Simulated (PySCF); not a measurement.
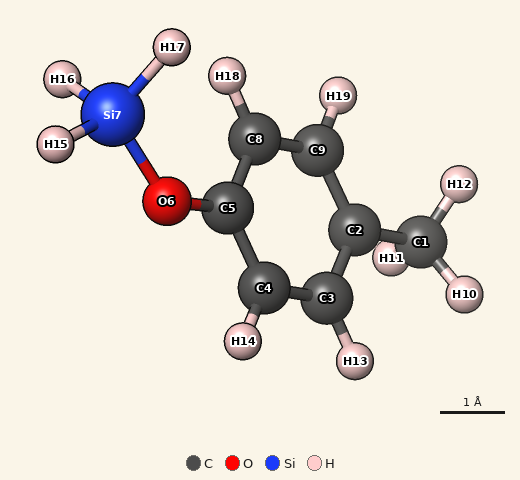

Fig. 1: The structure (ball-and-stick view, seen at a tilt; atoms are numbered from 1 in the order of the input). Bond lengths as drawn: C–C 1.39 to 1.50 Å, C–H 1.09 to 1.10 Å, C–O 1.35 Å, H–Si 1.49 Å and O–Si 1.68 Å.

## C7H10OSi: a changed input and its effect

System: C7H10OSi.
Method of run A: GIAO PBE0/pcSseg-1 NMR shielding, non-relativistic, gas phase (PySCF 2.14.0).

The geometry comes from this level: PBE0-D3(BJ)/def2-SVP. Text and figures count atoms from 1; the logs count them from 0 in places.

### The input, run A
```
{"job": {"kind": "nmr", "xc": "PBE0", "basis": "pcSseg-1"}, "charge": 0, "multiplicity": 1}
C     -3.281583     0.677080    -0.009613
C     -1.806964     0.432449    -0.152199
C     -1.285539    -0.867557    -0.166361
C      0.080368    -1.103541    -0.266811
C      0.971607    -0.030970    -0.357981
O      2.292746    -0.311218    -0.457793
Si     3.580799     0.753393    -0.586607
C      0.471300     1.273954    -0.349314
C     -0.900835     1.492642    -0.248238
H     -3.870096    -0.152909    -0.427391
H     -3.568771     0.779418     1.050619
H     -3.588735     1.601555    -0.520209
H     -1.967989    -1.719798    -0.099551
H      0.482439    -2.118412    -0.281049
H      4.788489    -0.107667    -0.668329
H      3.651884     1.647117     0.608268
H      3.452181     1.594969    -1.814221
H      1.151614     2.127138    -0.426086
H     -1.273595     2.520961    -0.246744
```

The first line tells a small driver script what to run in PySCF; the rest is the geometry in Å.

Command:
```bash
OMP_NUM_THREADS=1 python <driver script> task.json out
```

Hardware: 1 CPU thread, shared host.

### Output (run A)
```
coarse grid: 16512 points
cycle   1  E = -636.7733351049  dE =  1.295e+00  |g| = 6.515e-01  |ddm| = 4.204e+00
cycle   2  E = -636.6972866045  dE =  7.605e-02  |g| = 9.251e-01  |ddm| = 1.483e+00
cycle   3  E = -636.8564005110  dE = -1.591e-01  |g| = 1.279e-01  |ddm| = 9.473e-01
cycle   4  E = -636.8595272353  dE = -3.127e-03  |g| = 3.827e-02  |ddm| = 1.406e-01
cycle   5  E = -636.8598288372  dE = -3.016e-04  |g| = 1.661e-02  |ddm| = 5.135e-02
cycle   6  E = -636.8598995688  dE = -7.073e-05  |g| = 3.847e-03  |ddm| = 1.923e-02
cycle   7  E = -636.8599031293  dE = -3.560e-06  |g| = 1.160e-03  |ddm| = 4.357e-03
final grid: 155312 points
cycle   8  E = -636.9229594170  dE = -2.654e-05  |g| = 9.824e-03  |ddm| = 4.418e-02
cycle   9  E = -636.9229379699  dE =  2.145e-05  |g| = 1.458e-02  |ddm| = 2.083e-02
cycle  10  E = -636.9229791978  dE = -4.123e-05  |g| = 1.708e-03  |ddm| = 1.301e-02
cycle  11  E = -636.9229798443  dE = -6.465e-07  |g| = 2.651e-04  |ddm| = 1.878e-03
cycle  12  E = -636.9229798546  dE = -1.032e-08  |g| = 1.598e-04  |ddm| = 3.668e-04
cycle  13  E = -636.9229798615  dE = -6.961e-09  |g| = 2.759e-05  |ddm| = 1.872e-04
cycle  14  E = -636.9229798617  dE = -1.869e-10  |g| = 8.806e-06  |ddm| = 3.812e-05
converged SCF energy = -636.9229798617

GIAO shielding tensors (ppm)
atom      isotropic    diamagn.    paramagn.     s11        s22        s33       span
  0 C      162.081     242.372     -80.292    141.945    156.213    188.084     46.139
  1 C       49.823     262.756    -212.933    -52.198     25.333    176.334    228.532
  2 C       48.230     253.451    -205.221    -55.785     41.618    158.858    214.643
  3 C       59.840     254.320    -194.479    -29.854     49.779    159.597    189.451
  4 C       24.121     255.368    -231.247    -65.579     22.057    115.885    181.464
  5 O      241.191     398.109    -156.918    166.377    253.994    303.201    136.824
  6 Si     389.458     878.129    -488.671    346.874    357.382    464.118    117.244
  7 C       66.400     261.397    -194.997    -22.211     57.262    164.150    186.361
  8 C       49.195     252.880    -203.685    -54.632     42.864    159.352    213.984
  9 H       29.101      27.300       1.801     24.197     28.410     34.696     10.499
 10 H       28.690      26.803       1.886     25.405     25.733     34.930      9.525
 11 H       29.071      27.102       1.969     24.150     28.462     34.601     10.450
 12 H       24.041      32.905      -8.864     20.333     23.799     27.990      7.657
 13 H       24.213      32.183      -7.970     20.340     24.330     27.969      7.629
 14 H       26.326      27.382      -1.056     22.678     24.940     31.359      8.681
 15 H       26.190      28.523      -2.333     23.215     24.532     30.822      7.607
 16 H       26.193      28.033      -1.841     23.206     24.559     30.814      7.608
 17 H       24.626      33.753      -9.128     20.452     24.496     28.929      8.477
 18 H       24.086      32.686      -8.600     20.328     23.630     28.299      7.970
```

The input of run B differs as follows (lines with − go, lines with + come):
```diff
-"xc": "PBE0"
+"xc": "HF"
+"pop": false
```

Predict how the results change.

The total energies belong to different methods, so their difference says nothing on which is more stable or more accurate. The HOMO goes from −6.42 to −8.37 eV. The LUMO goes from −0.25 to 3.31 eV. The dipole moment goes from 0.86 to 1.00 D. Of all shieldings, the largest change is that of Si7, by +45.2 ppm. The method changes from PBE0 to HF. The SCF takes 12 iterations against 14.

### Output (run B)
```
final grid: 155312 points
cycle   1  E = -634.5209569002  dE =  2.225e+00  |g| = 6.453e-01  |ddm| = 4.094e+00
cycle   2  E = -634.6292315668  dE = -1.083e-01  |g| = 3.063e-01  |ddm| = 8.833e-01
cycle   3  E = -634.6470364453  dE = -1.780e-02  |g| = 1.026e-01  |ddm| = 3.299e-01
cycle   4  E = -634.6496264881  dE = -2.590e-03  |g| = 1.435e-02  |ddm| = 1.369e-01
cycle   5  E = -634.6496883487  dE = -6.186e-05  |g| = 4.336e-03  |ddm| = 2.342e-02
cycle   6  E = -634.6496948148  dE = -6.466e-06  |g| = 1.396e-03  |ddm| = 6.723e-03
cycle   7  E = -634.6496958609  dE = -1.046e-06  |g| = 5.332e-04  |ddm| = 2.417e-03
cycle   8  E = -634.6496960593  dE = -1.984e-07  |g| = 2.314e-04  |ddm| = 1.133e-03
cycle   9  E = -634.6496961128  dE = -5.351e-08  |g| = 1.092e-04  |ddm| = 5.179e-04
cycle  10  E = -634.6496961289  dE = -1.606e-08  |g| = 4.863e-05  |ddm| = 3.269e-04
cycle  11  E = -634.6496961322  dE = -3.290e-09  |g| = 1.837e-05  |ddm| = 1.629e-04
cycle  12  E = -634.6496961326  dE = -4.534e-10  |g| = 7.460e-06  |ddm| = 6.817e-05
converged SCF energy = -634.6496961326

GIAO shielding tensors (ppm)
atom      isotropic    diamagn.    paramagn.     s11        s22        s33       span
  0 C      170.741     237.606     -66.865    152.158    167.347    192.717     40.559
  1 C       55.277     262.994    -207.717    -55.048     33.548    187.332    242.380
  2 C       50.930     255.038    -204.109    -64.014     46.605    170.199    234.213
  3 C       64.672     254.130    -189.458    -32.391     57.066    169.342    201.733
  4 C       29.495     253.680    -224.185    -78.922     34.178    133.229    212.152
  5 O      274.728     401.240    -126.512    215.742    282.884    325.558    109.816
  6 Si     434.696     874.227    -439.531    402.886    411.957    489.246     86.360
  7 C       72.098     261.053    -188.956    -23.245     64.885    174.654    197.899
  8 C       52.470     254.624    -202.154    -61.988     48.600    170.797    232.785
  9 H       29.442      27.151       2.291     24.038     28.659     35.630     11.592
 10 H       29.058      26.429       2.628     25.375     26.003     35.795     10.420
 11 H       29.409      27.073       2.336     23.989     28.719     35.518     11.529
 12 H       24.257      33.063      -8.806     20.092     24.464     28.214      8.122
 13 H       24.424      32.181      -7.756     19.853     25.151     28.270      8.417
 14 H       27.146      27.762      -0.616     23.304     25.558     32.577      9.273
 15 H       27.108      28.769      -1.661     23.995     25.570     31.759      7.764
 16 H       27.112      28.348      -1.236     23.985     25.601     31.750      7.765
 17 H       24.985      34.070      -9.085     20.157     25.440     29.359      9.202
 18 H       24.311      32.895      -8.584     20.048     24.366     28.518      8.470
```

### The two runs side by side

| quantity | run A | run B |
| --- | --- | --- |
| outcome | converged | converged |
| total energy (hartree) | −636.922980 | −634.649696 |
| HOMO (eV) | −6.42 | −8.37 |
| LUMO (eV) | −0.25 | 3.31 |
| dipole moment (D) | 0.86 | 1.00 |
| shielding of C1 (ppm) | 162.1 | 170.7 |
| shielding of C2 (ppm) | 49.8 | 55.3 |
| shielding of C4 (ppm) | 59.8 | 64.7 |
| shielding of C5 (ppm) | 24.1 | 29.5 |
| shielding of O6 (ppm) | 241.2 | 274.7 |
| shielding of Si7 (ppm) | 389.5 | 434.7 |
| shielding of C8 (ppm) | 66.4 | 72.1 |
| SCF iterations | 14 | 12 |
| basis functions | 210 | 210 |
| wall time (shared host) | 84 s | 38 s |
